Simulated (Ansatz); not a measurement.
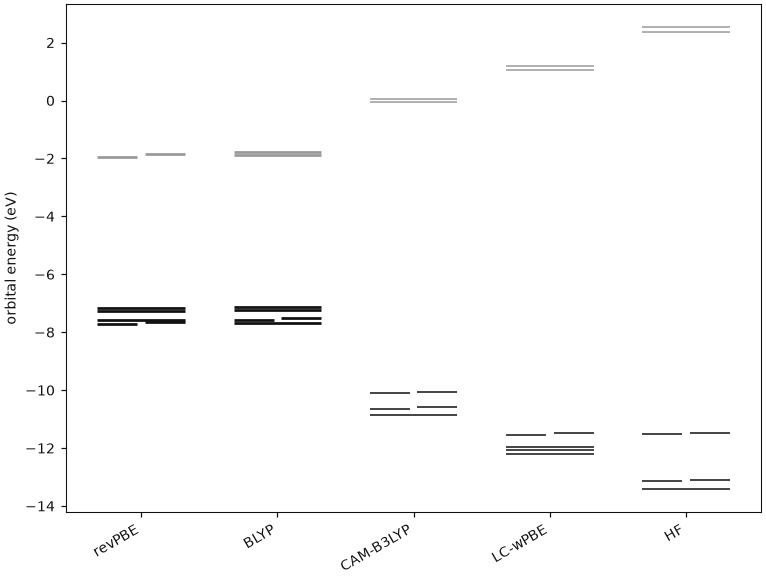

Frontier orbital energies of C₄H₈F₂O₂Si₂, SMILES CO[Si@H](F)C#C[Si@@H](F)OC at one geometry, def2-TZVPP, the Ansatz code, at a PBE0-D4/def2-TZVP geometry (no frequency check). Empty levels are grey, levels within 0.1 eV stand side by side; all columns show the same few orbitals around the gap.

Compare the HOMO-LUMO separations.

The separation grows from 5.22 eV (revPBE) to 13.86 eV (HF).

```
    level  HOMO (eV)  LUMO (eV)  separation (eV)
   revPBE      −7.18      −1.96             5.22
     BLYP      −7.12      −1.88             5.23
CAM-B3LYP     −10.06      −0.06            10.00
  LC-wPBE     −11.47       1.06            12.53
       HF     −11.49       2.37            13.86
```

Limits of at least one run: empty levels above zero depend strongly on the basis; one conformer of a flexible molecule.
